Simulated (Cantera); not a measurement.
A closed system holds: 1 mol PH3, 0.15 mol H2, 0.12 mol O2, equilibrated at 1902 °C.

These are equilibrium values from Cantera (NASA tables, ideal gas, pure condensed phases), not measurements of a reactor. Candidate condensed phases: H2O, P, P4O10; 17 gas species. The ideal-gas law is rough above about 30 bar. Gases not in the tables: HPO2, HPO3 and P4O6. Equilibrium is a limit: real reactors are often held back by kinetics, nucleation or transport.

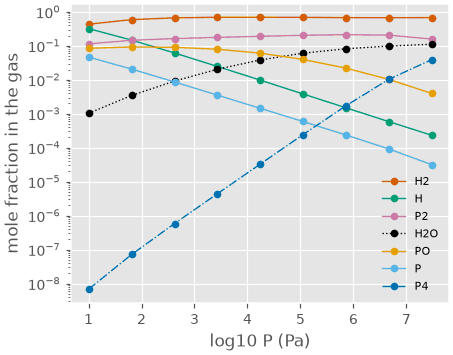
Fig. 1. Equilibrium gas composition (values under 1e-9 drawn at 1e-9)

Read off the mole fractions at 0.0750 Torr.

H2 about 0.43, H about 0.32, P2 about 0.11, PO about 0.085, P about 0.047, H2O about 0.0010.
